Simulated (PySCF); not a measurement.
# C3H5Cl (allyl chloride) at 6 levels

We compute a comparison of 6 runs (HF/STO-3G, HF/def2-SVP, B3LYP/6-31G*, PBE/def2-SVP, TPSS/def2-TZVP) of C3H5Cl (allyl chloride). 

Program for the calculation: PySCF 2.14.0.

### 1 The system as given

The species is C3H5Cl (9 atoms), meant as a singlet with charge 0. SMILES: `C=CCCl`. The shape is that of a PBE0-D4/def2-TZVP optimisation. This is one conformer, not always the lowest.

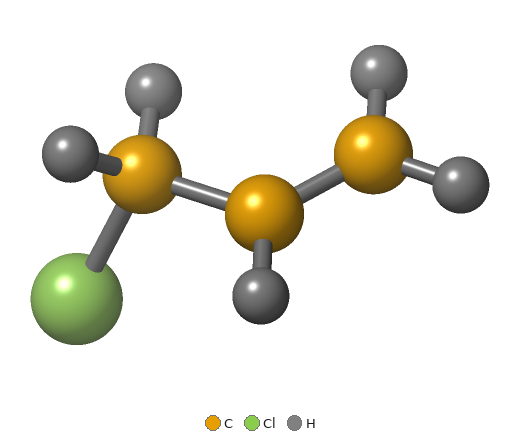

Viewed from a chosen angle; carbon amber, chlorine green, hydrogen grey.

### 2 Energy and forces at HF/STO-3G (run 1)

input.py

```python
import pyscf.grad
from pyscf import gto

mol = gto.Mole()
mol.atom = '''
C     -0.295350     1.315190    -0.447700
C      0.370210     0.171280    -0.388240
C      0.080190    -0.891510     0.604460
Cl    -0.392790    -2.419870    -0.209260
H     -0.044240     2.079040    -1.173800
H     -1.115830     1.528620     0.230150
H      1.180420    -0.031190    -1.083310
H     -0.740340    -0.613990     1.264520
H      0.957740    -1.137570     1.203200
'''
mol.charge = 0
mol.spin = 0
mol.max_memory = 1860
mol.verbose = 4
mol.basis = 'sto-3g'
mol.build()

myscf = mol.RHF()
myscf.conv_tol = 1e-10
myscf.kernel()
if not myscf.converged:
    myscf = myscf.newton().run(myscf.mo_coeff, myscf.mo_occ)

e_final = myscf.e_tot
print(f'total energy: {e_final:.8f} hartree')
grad = myscf.Gradients().kernel()
dip = myscf.dip_moment()
pop, q = myscf.mulliken_pop()
```

Launch:

```bash
$ OMP_NUM_THREADS=1 python input.py
```

The log of the run:

```text
PySCF version 2.14.0

[... 63 lines left out ...]
converged SCF energy = -569.657804455731
total energy: -569.65780446 hartree
[... 11 lines left out ...]
Dipole moment(X, Y, Z, Debye):  0.61873,  2.20804,  0.95464
[... 39 lines left out ...]
charge of    8H =      0.10019
```

It took 2.2 s on 1 thread of Arm Neoverse N1, shared host; peak memory 0.12 GiB.

### 3 Energy and forces at HF/def2-SVP (run 2)

calc.py

```python
from pyscf import gto

mol = gto.M(
    atom='''
C     -0.558131     2.485349    -0.846030
C      0.699596     0.323672    -0.733667
C      0.151537    -1.684710     1.142264
Cl    -0.742266    -4.572892    -0.395444
H     -0.083601     3.928816    -2.218161
H     -2.108613     2.888673     0.434920
H      2.230671    -0.058941    -2.047159
H     -1.399040    -1.160273     2.389596
H      1.809866    -2.149696     2.273718
''',
    max_memory=1860,
    spin=0,
    verbose=4,
    basis='def2-svp',
    unit='bohr',
)

calc0 = mol.RHF()
calc0.conv_tol = 1e-10
calc0.kernel()
if not calc0.converged:
    calc0 = calc0.newton().run(calc0.mo_coeff, calc0.mo_occ)

energy = calc0.e_tot
print('E = %.10f Eh' % energy)
grad = calc0.nuc_grad_method().kernel()
dip = calc0.dip_moment()
pop, q = calc0.mulliken_pop()
```

Launch:

```bash
$ OMP_NUM_THREADS=1 python calc.py
```

The log of the run:

```text
PySCF version 2.14.0

[... 65 lines left out ...]
converged SCF energy = -575.757866032612
[... 12 lines left out ...]
Dipole moment(X, Y, Z, Debye):  0.54992,  1.86669,  0.87316
[... 95 lines left out ...]
charge of    8H =      0.08688
```

It took 7.2 s on 1 thread of Arm Neoverse N1, shared host; peak memory 0.17 GiB.

Runs 3 to 5 aren't shown in full; the table further down has their settings and results.

### 4 Energy and gradient at TPSS/def2-TZVP (run 6)

calc.py

```python
from pyscf import gto, dft

mol = gto.Mole()
mol.atom = [
    ('C', (-0.295350, 1.315190, -0.447700)),
    ('C', (0.370210, 0.171280, -0.388240)),
    ('C', (0.080190, -0.891510, 0.604460)),
    ('Cl', (-0.392790, -2.419870, -0.209260)),
    ('H', (-0.044240, 2.079040, -1.173800)),
    ('H', (-1.115830, 1.528620, 0.230150)),
    ('H', (1.180420, -0.031190, -1.083310)),
    ('H', (-0.740340, -0.613990, 1.264520)),
    ('H', (0.957740, -1.137570, 1.203200)),
]
mol.basis = 'def2-tzvp'
mol.max_memory = 1860
mol.verbose = 4
mol.build()

myscf = dft.RKS(mol, xc='tpss')
myscf.conv_tol = 1e-10
myscf.grids.level = 5
myscf.kernel()
if not myscf.converged:
    myscf = myscf.newton().run(myscf.mo_coeff, myscf.mo_occ)

e_final = myscf.e_tot
print('E(%s) = %.9f' % ('TPSS', e_final))
grad = myscf.nuc_grad_method().kernel()
myscf.analyze()
```

Launch:

```bash
$ OMP_NUM_THREADS=1 python calc.py
```

The log of the run:

```text
PySCF version 2.14.0

[... 117 lines left out ...]
MO #15  energy= -0.39949025946393  occ= 2
[... 28 lines left out ...]
MO #44  energy= 0.417973639538777  occ= 0
[... 28 lines left out ...]
MO #73  energy= 1.48095952056339   occ= 0
[... 28 lines left out ...]
MO #102 energy= 2.27472171606237   occ= 0
[... 28 lines left out ...]
MO #131 energy= 3.311620356319     occ= 0
[... 28 lines left out ...]
MO #160 energy= 25.0685582221118   occ= 0
[... 172 lines left out ...]
Dipole moment(X, Y, Z, Debye):  0.51894,  1.70609,  0.73982
```

It took 4.1 min on 1 thread of Arm Neoverse N1, shared host; peak memory 2 GiB.

### 5 All runs side by side

```csv
run,level,integration grid,Cartesian functions,energy (Eh),dipole moment (D),HOMO energy (eV),LUMO energy (eV),wall time
1,HF/STO-3G,–,no,-569.657804,2.48,-9.08,7.40,2.2 s
2,HF/def2-SVP,–,no,-575.757866,2.13,-10.37,3.97,7.2 s
3,B3LYP/6-31G* (spherical functions),5,no,-577.494929,2.13,-7.43,-0.24,36 s
4,B3LYP/6-31G* (Cartesian functions),5,yes,-577.500645,2.13,-7.43,-0.24,38 s
5,PBE/def2-SVP,5,no,-576.913690,1.72,-6.55,-1.20,44 s
6,TPSS/def2-TZVP,5,no,-577.603251,1.93,-6.78,-1.26,4.1 min
```

### 6 Summary of results

```
                       quantity          value
            run 6: total energy  -577.60325 Eh
           run 6: dipole moment         1.93 D
             run 6: HOMO energy       -6.78 eV
             run 6: LUMO energy       -1.26 eV
           run 6: HOMO–LUMO gap        5.52 eV
run 6: largest force on an atom     0.560 eV/Å
```

What this shows: The dipole moment (its size) runs from 1.72 D (PBE/def2-SVP) to 2.48 D (HF/STO-3G). The two ends differ in method and basis. The HOMO–LUMO gap runs from 5.35 eV (PBE/def2-SVP) to 16.48 eV (HF/STO-3G). Totals of different functionals can't be ranked against each other. In run 1 the basis is minimal, so the values are rough. All runs together took 6.2 min, the longest 4.1 min.
